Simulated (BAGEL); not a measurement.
**C3H9B (trimethylborane): B3LYP/6-31G(d) (density fitting with cc-pvqz-jkfit, spherical functions)**

What is the energy change on altering one bond length of C3H9B (trimethylborane) at B3LYP/6-31G* (density fitting with cc-pvqz-jkfit, spherical functions)? 

The results are computed with BAGEL 1.2.2.

3 further runs of the same task are left out: 3 set aside as unsound or not needed.

### 1 The system as given

The species is C3H9B (13 atoms), meant as a singlet with charge 0. SMILES: `CB(C)C`. The shape is that of a PBE0-D4/def2-TZVP optimisation.

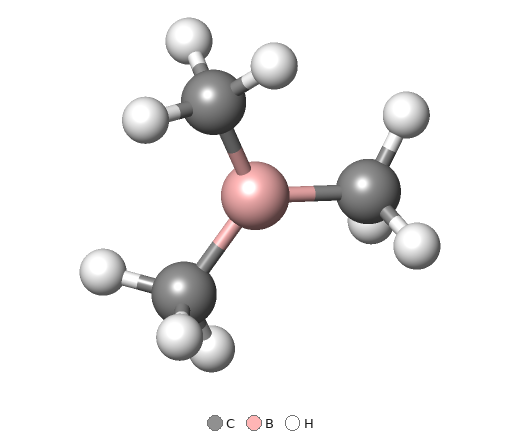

Viewed from a chosen angle; carbon grey, boron pink, hydrogen white.

### 2 The energy at B3LYP/6-31G(d) (density fitting with cc-pvqz-jkfit, spherical functions)

Contents of input.json:

```json
{ "bagel" : [

{
  "title" : "molecule",
  "basis" : "6-31gs.json",
  "df_basis" : "cc-pvqz-jkfit",
  "angstrom" : "true",
  "geometry" : [
    { "atom" : "C", "xyz" : [   -0.854410,    1.203250,   -0.526250 ] },
    { "atom" : "B", "xyz" : [    0.009670,   -0.001820,   -0.012960 ] },
    { "atom" : "C", "xyz" : [    1.025940,    0.218020,    1.160910 ] },
    { "atom" : "C", "xyz" : [   -0.157970,   -1.424520,   -0.651290 ] },
    { "atom" : "H", "xyz" : [   -1.389200,    1.030580,   -1.462480 ] },
    { "atom" : "H", "xyz" : [   -0.260570,    2.119020,   -0.618160 ] },
    { "atom" : "H", "xyz" : [   -1.603200,    1.429680,    0.246020 ] },
    { "atom" : "H", "xyz" : [    1.086650,   -0.636310,    1.841660 ] },
    { "atom" : "H", "xyz" : [    0.876090,    1.133000,    1.738570 ] },
    { "atom" : "H", "xyz" : [    2.022550,    0.291940,    0.699870 ] },
    { "atom" : "H", "xyz" : [   -0.238440,   -1.389520,   -1.742070 ] },
    { "atom" : "H", "xyz" : [   -1.123710,   -1.821720,   -0.305050 ] },
    { "atom" : "H", "xyz" : [    0.606590,   -2.151600,   -0.368790 ] }
  ]
},
{ "title" : "ks", "xc_func" : "b3lyp" },
{ "title" : "print", "file" : "orbitals.molden", "orbitals" : "true" }

]}
```

The basis set 6-31G* is read from a file made from the Basis Set Exchange's data (not shown).

On the command line:

```
$ BAGEL_NUM_THREADS=1 BAGEL input.json > input.out
```

Output:

```text
* using 1 threads per process

  ===============================================================
  ===============================================================

  *** Geometry ***

  { "atom" : "C", "xyz" : [     -1.614601,      2.273813,     -0.994468 ] },
  { "atom" : "B", "xyz" : [      0.018274,     -0.003439,     -0.024491 ] },
  { "atom" : "C", "xyz" : [      1.938746,      0.411998,      2.193802 ] },
  { "atom" : "C", "xyz" : [     -0.298520,     -2.691953,     -1.230760 ] },
  { "atom" : "H", "xyz" : [     -2.625208,      1.947514,     -2.763687 ] },
  { "atom" : "H", "xyz" : [     -0.492406,      4.004367,     -1.168153 ] },
  { "atom" : "H", "xyz" : [     -3.029609,      2.701704,      0.464910 ] },
  { "atom" : "H", "xyz" : [      2.053471,     -1.202452,      3.480233 ] },
  { "atom" : "H", "xyz" : [      1.655570,      2.141060,      3.285421 ] },
  { "atom" : "H", "xyz" : [      3.822066,      0.551687,      1.322563 ] },
  { "atom" : "H", "xyz" : [     -0.450586,     -2.625812,     -3.292035 ] },
  { "atom" : "H", "xyz" : [     -2.123504,     -3.442552,     -0.576461 ] },
  { "atom" : "H", "xyz" : [      1.146289,     -4.065935,     -0.696912 ] },

  Number of auxiliary basis functions:      883

  Since a DF basis is specified, we compute 2- and 3-index integrals:
    o Being stored without compression. Storage requirement is 0.039 GB

  Number of basis functions:       74
  Number of electrons      :       32

    * METHOD: MOLECULE                             0.75

  *** Kohn-Sham DFT ***

    * Removing 25696 points whose weight is below 1.00e-10
    * Grid points: 168082

  === Nuclear Repulsion ===
   112.8074522869

       - DIIS with orbital gradients will be used.

  === KS iteration (b3lyp / 6-31gs.json) ===
      0       -115.82636502          0.16372232           0.39
      1       -129.29213607          0.10788219           0.37
      2       -123.89238515          0.20679724           0.37
      3       -141.32274329          0.08548710           0.37
      4       -142.90527077          0.07059849           0.37
      5       -143.89116804          0.04553443           0.36
      6       -144.55988556          0.01019132           0.37
      7       -144.59611816          0.00500367           0.37
      8       -144.60613091          0.00075317           0.37
      9       -144.60635326          0.00011503           0.37
     10       -144.60635768          0.00001877           0.37
     11       -144.60635779          0.00000495           0.37
     12       -144.60635780          0.00000099           0.37
     13       -144.60635780          0.00000051           0.37
     14       -144.60635780          0.00000010           0.37
     15       -144.60635780          0.00000003           0.37
     16       -144.60635780          0.00000001           0.37
    * SCF iteration converged.

    * Permanent dipole moment:
           (    0.013337,    -0.003369,    -0.017094) a.u.

    * METHOD: KS                                   7.24

    * METHOD: PRINT                                0.01

  ===============================================================
```

Run time: 8.4 s. Hardware: 1 thread of Arm Neoverse V2, shared host; peak memory 0.56 GiB.

### 3 The distorted shape, same level

Contents of job.json:

```json
{ "bagel" : [

{
  "title" : "molecule",
  "basis" : "6-31gs.json",
  "df_basis" : "cc-pvqz-jkfit",
  "angstrom" : "true",
  "geometry" : [
    { "atom" : "C", "xyz" : [      -0.757844,       1.161249,       0.782717 ] },
    { "atom" : "B", "xyz" : [       0.106236,      -0.043821,       1.296007 ] },
    { "atom" : "C", "xyz" : [       1.122506,       0.176019,       2.469877 ] },
    { "atom" : "C", "xyz" : [      -0.061404,      -1.466521,       0.657677 ] },
    { "atom" : "H", "xyz" : [      -1.292634,       0.988579,      -0.153513 ] },
    { "atom" : "H", "xyz" : [      -0.164004,       2.077019,       0.690807 ] },
    { "atom" : "H", "xyz" : [      -1.506634,       1.387679,       1.554987 ] },
    { "atom" : "H", "xyz" : [       1.183216,      -0.678311,       3.150627 ] },
    { "atom" : "H", "xyz" : [       0.972656,       1.090999,       3.047537 ] },
    { "atom" : "H", "xyz" : [       2.119116,       0.249939,       2.008837 ] },
    { "atom" : "H", "xyz" : [      -0.238440,      -1.389520,      -1.742070 ] },
    { "atom" : "H", "xyz" : [      -1.027144,      -1.863721,       1.003917 ] },
    { "atom" : "H", "xyz" : [       0.703156,      -2.193601,       0.940177 ] }
  ]
},

{
  "title" : "ks",
  "xc_func" : "b3lyp"
},

{
  "title" : "print",
  "file" : "orbitals.molden",
  "orbitals" : "true"
}

]}
```

The basis set 6-31G* is read from a file made from the Basis Set Exchange's data (not shown).

On the command line:

```
$ BAGEL_NUM_THREADS=1 BAGEL job.json > job.out
```

Output:

```text
* using 1 threads per process

  ===============================================================
  ===============================================================

  *** Geometry ***

  { "atom" : "C", "xyz" : [     -1.432118,      2.194443,      1.479121 ] },
  { "atom" : "B", "xyz" : [      0.200757,     -0.082810,      2.449098 ] },
  { "atom" : "C", "xyz" : [      2.121229,      0.332628,      4.667391 ] },
  { "atom" : "C", "xyz" : [     -0.116037,     -2.771323,      1.242829 ] },
  { "atom" : "H", "xyz" : [     -2.442724,      1.868144,     -0.290098 ] },
  { "atom" : "H", "xyz" : [     -0.309923,      3.924997,      1.305436 ] },
  { "atom" : "H", "xyz" : [     -2.847126,      2.622333,      2.938500 ] },
  { "atom" : "H", "xyz" : [      2.235954,     -1.281822,      5.953822 ] },
  { "atom" : "H", "xyz" : [      1.838053,      2.061689,      5.759010 ] },
  { "atom" : "H", "xyz" : [      4.004549,      0.472316,      3.796152 ] },
  { "atom" : "H", "xyz" : [     -0.450586,     -2.625812,     -3.292035 ] },
  { "atom" : "H", "xyz" : [     -1.941021,     -3.521922,      1.897128 ] },
  { "atom" : "H", "xyz" : [      1.328772,     -4.145305,      1.776677 ] },

  Number of auxiliary basis functions:      883

  Since a DF basis is specified, we compute 2- and 3-index integrals:
    o Being stored without compression. Storage requirement is 0.039 GB

  Number of basis functions:       74
  Number of electrons      :       32

    * METHOD: MOLECULE                             0.75

  *** Kohn-Sham DFT ***

    * Removing 24498 points whose weight is below 1.00e-10
    * Grid points: 169280

  === Nuclear Repulsion ===
   110.0132896538

       - DIIS with orbital gradients will be used.

  === KS iteration (b3lyp / 6-31gs.json) ===
      0       -114.42360857          0.15969778           0.39
      1       -127.19514944          0.11074078           0.37
      2       -117.44596391          0.17418879           0.36
      3       -141.59370611          0.07147521           0.37
      4       -142.42418540          0.06228872           0.37
      5       -143.86278708          0.03708298           0.37
      6       -143.30505684          0.04408716           0.37
      7       -144.35987243          0.00972456           0.36
      8       -144.34520333          0.01138013           0.37
      9       -144.42921614          0.00347909           0.37
     10       -144.43410270          0.00091858           0.36
     11       -144.43444394          0.00047825           0.36
     12       -144.43457998          0.00014421           0.37
     13       -144.43459049          0.00003833           0.37
     14       -144.43459109          0.00001302           0.37
     15       -144.43459115          0.00000386           0.37
     16       -144.43459116          0.00000166           0.37
     17       -144.43459116          0.00000074           0.37
     18       -144.43459116          0.00000036           0.37
     19       -144.43459116          0.00000015           0.37
     20       -144.43459116          0.00000006           0.37
     21       -144.43459116          0.00000002           0.37
     22       -144.43459116          0.00000001           0.38
     23       -144.43459116          0.00000000           0.38
    * SCF iteration converged.

    * Permanent dipole moment:
           (   -0.073184,    -0.061303,    -0.723600) a.u.

    * METHOD: KS                                   9.82

    * METHOD: PRINT                                0.01

  ===============================================================
```

Wall time 11 s (1 thread of Arm Neoverse V2, shared host); peak memory 0.57 GiB.

### 4 What came out

Level: B3LYP/6-31G* (density fitting with cc-pvqz-jkfit, spherical functions).

| quantity | value |
| --- | --- |
| first shape: total energy | -144.60636 Eh |
| first shape: dipole moment | 0.06 D |
| first shape: HOMO energy | -8.02 eV |
| first shape: LUMO energy | 0.02 eV |
| first shape: HOMO–LUMO gap | 8.04 eV |
| distorted shape: total energy | -144.43459 Eh |
| distorted shape: dipole moment | 1.86 D |
| distorted shape: HOMO energy | -6.64 eV |
| distorted shape: LUMO energy | -3.03 eV |
| distorted shape: HOMO–LUMO gap | 3.61 eV |
| energy change with the C4–H11 bond stretched from 1.094 to 2.408 Å | 4.674 eV |

In words: One bond (distorted shape) is far stretched, which a spin-restricted single reference describes badly; a broken-symmetry solution may lie lower. With the C4–H11 bond stretched from 1.094 to 2.408 Å the energy rises by 4.67 eV (451 kJ/mol). The first shape isn't relaxed at this level, so the change isn't measured from a minimum. A restricted reference can't describe the breaking bond well at this length.
